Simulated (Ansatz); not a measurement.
# HF/STO-3G run of [HSO2]− (SMILES O=[SH][O-])

Aim: the vertical ionisation energy of [HSO2]− at HF/STO-3G, from 2 runs. 

The calculation is run with Ansatz 0.2.0.

## Step 1: The molecule

The species is [HSO2]− (4 atoms), meant as a singlet with charge -1. As SMILES, `O=[SH][O-]`. The coordinates come from a GFN2-xTB relaxation.

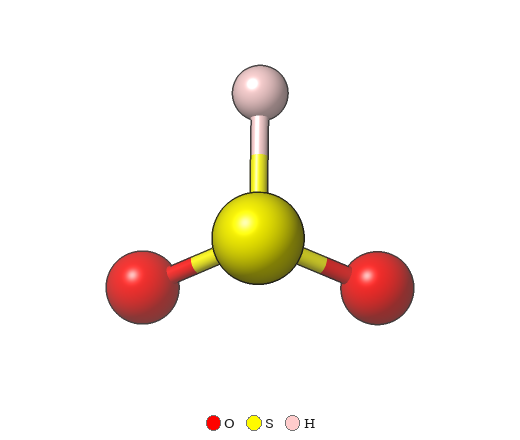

Viewed from a chosen angle; oxygen red, sulfur yellow, hydrogen pink.

## Step 2: A single-point energy at HF/STO-3G

Contents of run.yaml:

```yaml
crystal:
  periodic: [false, false, false]
  atoms:
    - {symbol: O, position_ang: [-1.198220, 0.078790, 0.730410]}
    - {symbol: S, position_ang: [-0.199070, -0.294820, -0.302710]}
    - {symbol: O, position_ang: [1.007500, -0.941190, 0.274450]}
    - {symbol: H, position_ang: [0.389790, 1.157220, -0.702150]}
basis:
  gaussian:
    orbitals: STO-3G
total_charge: -1
hamiltonian:
  xc: hf
accuracy: high
```

Command:

```sh
$ ansatz run run.yaml --threads 1 --pin off --max-ram 2610MiB --events-out events.jsonl --progress --plain --runs-dir runs
```

What it wrote:

```text
Warning: RAYON_NUM_THREADS=1 ignored (pool sized by the plan → 1); use --threads N
Functional definition: HF
  name "HF"
  exchange = exact_x
  correlation = 0
361 factors; integrals over basis functions are off by at most 3.3e-8 eV
mean field evaluation 1: about -14716.6080 eV, gradient 3.2e1 eV
mean field evaluation 2: about -14716.7293 eV, gradient 3.2e1 eV
mean field evaluation 4: about -14720.7240 eV, gradient 2.5e0 eV
mean field evaluation 8: about -14720.7807 eV, gradient 1.4e-4 eV
mean field -14720.78074312 eV, -540.9787142062 hartree, gradient 1.8e-8 eV, S^2 0.000000; 0 other end points of the search recorded, 0 dependent functions left out
reference -14720.78074312 eV, -540.9787142062 hartree; 17, 17 occupied and 3, 3 virtual orbitals, 361 factors
Total energy: -14720.78074312 eV, -540.9787142062 hartree
```

Run time: 0.1 s. Hardware: 1 thread of Arm Neoverse V2, shared host.

## Step 3: Doublet neutral HSO2 at the same level

Contents of job.yaml:

```yaml
crystal:
  periodic: [false, false, false]
  atoms:
    - {symbol: O, position_ang: [-1.198220, 0.078790, 0.730410]}
    - {symbol: S, position_ang: [-0.199070, -0.294820, -0.302710]}
    - {symbol: O, position_ang: [1.007500, -0.941190, 0.274450]}
    - {symbol: H, position_ang: [0.389790, 1.157220, -0.702150]}
basis:
  gaussian:
    orbitals: STO-3G
magnetization:
  spin_polarized: true
  initial_magnetization: 1
hamiltonian:
  xc: hf
accuracy: high
```

Command:

```sh
$ ansatz run job.yaml --threads 1 --pin off --max-ram 2610MiB --events-out events.jsonl --progress --plain --runs-dir runs
```

What it wrote, shortened:

```text
Warning: RAYON_NUM_THREADS=1 ignored (pool sized by the plan → 1); use --threads N
[... 2 set-up lines as earlier in the session ...]
[...]
361 factors; integrals over basis functions are off by at most 3.3e-8 eV
[...]
mean field -14725.20661187 eV, -541.1413618828 hartree, gradient 4.2e-8 eV, S^2 1.087248; 4 other end points of the search recorded, 0 dependent functions left out
reference -14725.20661187 eV, -541.1413618828 hartree; 17, 16 occupied and 3, 4 virtual orbitals, 361 factors
Total energy: -14725.20661187 eV, -541.1413618828 hartree
```

Run time: 0.38 s. Hardware: 1 thread of Arm Neoverse V2, shared host.

## Step 4: Summary of results

At HF/STO-3G:

| quantity | value |
| --- | --- |
| singlet [HSO2]−: total energy | -540.97871 Eh |
| doublet neutral HSO2: total energy | -541.14136 Eh |
| doublet neutral HSO2: ⟨S²⟩ | 1.087 |
| vertical ionisation energy (to the doublet neutral) | -4.426 eV |

**Reading.** The species is unbound against losing an electron at this level, by 4.43 eV (−427 kJ/mol); missing correlation or diffuse functions can give that sign where the real anion is bound. In a minimal basis such a difference can be off by several eV, whatever the method. ⟨S²⟩ (doublet neutral HSO2) is 1.09 where a pure doublet has 0.75: the reference is spin-contaminated.
